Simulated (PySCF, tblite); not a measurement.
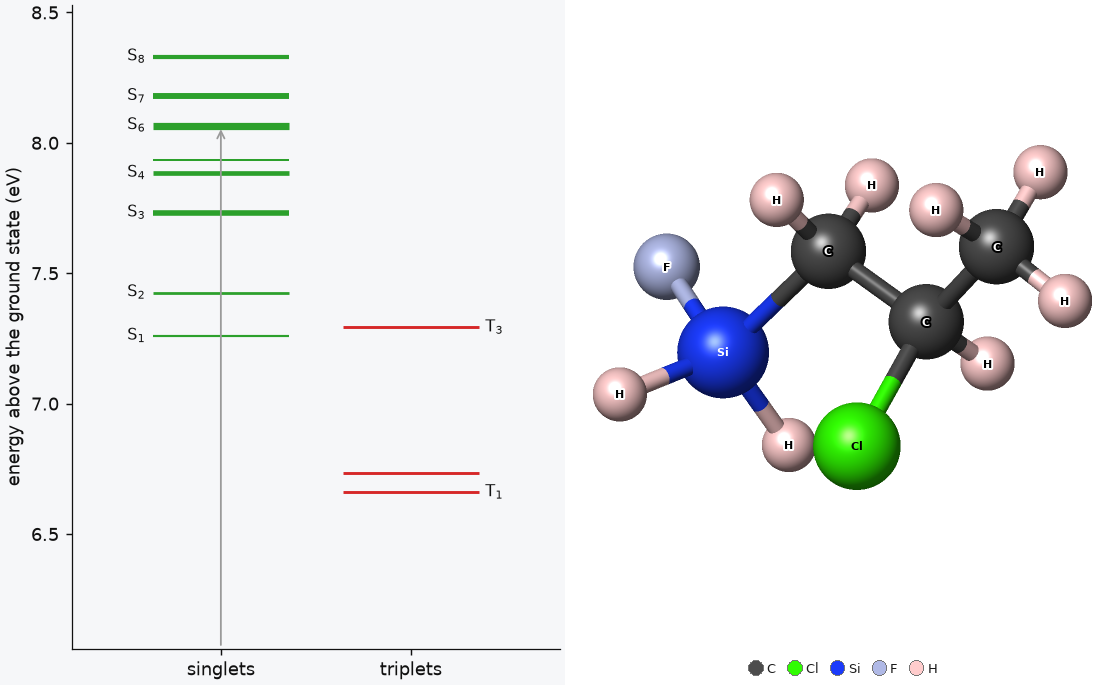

State diagram of C₃H₈ClFSi, SMILES C[C@@H](Cl)C[SiH2]F. Vertical TDDFT excitations, PBE0/def2-SVPD with PySCF 2.14.0, at a GFN2-xTB geometry (a minimum by its frequencies), gas phase. Triplets in the Tamm-Dancoff approximation; only the lowest 8 singlets and 3 triplets were computed. Thicker singlet lines are brighter; the arrow marks the brightest. S0, at zero, lies below the range drawn.

### What character does the calculation give T1?

Mixed, the largest part being HOMO → LUMO (46 %).

### What is the vertical gap between S1 and T1?

0.60 eV: S1 at 7.26 eV, T1 at 6.66 eV.

### What are the energy, strength and character of the state that the arrow marks?

S6 at 8.07 eV (154 nm), f = 0.048, mixed, the largest part being HOMO → LUMO+2 (48 %).

Caveats: the tight-binding geometry is rougher than a DFT one and adds to the error; one conformer of a flexible molecule; core orbitals are frozen in the response.
